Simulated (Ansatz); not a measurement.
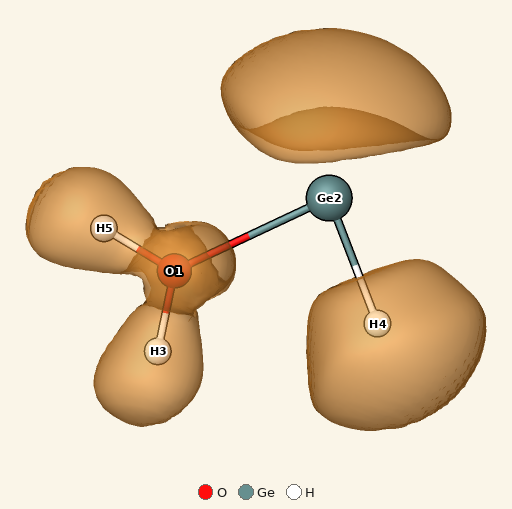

Figure 1: GeH$_{3}$O (charge +1). Isosurface of the electron localisation function at 0.8 (orange), seen at a tilt. Only the valence region is drawn (cores and ρ < 0.01 e/Å³ removed).

Theory: Ansatz, RKS PBE-D4/def2-SVP.

Input

```
crystal:
  periodic: [false, false, false]
  atoms:
    - { symbol: O, position_ang: [0.71336, -0.54864, 0.60116] }
    - { symbol: Ge, position_ang: [-0.28846, 0.39961, -0.29893] }
    - { symbol: H, position_ang: [0.79549, -1.45225, 0.93663] }
    - { symbol: H, position_ang: [-1.58343, -0.16442, -0.89571] }
    - { symbol: H, position_ang: [1.28909, 0.2516, 0.69199] }
total_charge: 1
basis:
  gaussian: { orbitals: def2-SVP }
hamiltonian:
  xc: pbe
  dispersion: d4
relax:
  f_tol: 0.02
  max_steps: 50
output:
  orbitals: {}
```

Run with:

```sh
ansatz run input.yaml --threads 1 --pin off --max-ram 2048MiB --backend cpu --events-out ev --progress --plain --runs-dir out
```

The fields are those of the relaxed geometry.

Where are the electrons localised?

Answer. The ELF exceeds this value in one region around a hydrogen nucleus, one lobe on Ge, pointing away from the bonds (lone pairs) and one joined region spread over several atoms (H, O), in which their bonds and any lone pairs are merged. Profiles from the grid: Ge–O (2.05 Å): the ELF peaks at about 0.90 in the valence shell of O, 0.6 Å from its nucleus, and is about 0.20 at the midpoint. O–H (0.98 Å): the ELF climbs to about 1 towards the hydrogen, as it does in any bond to H; an ordinary covalent bond to hydrogen.
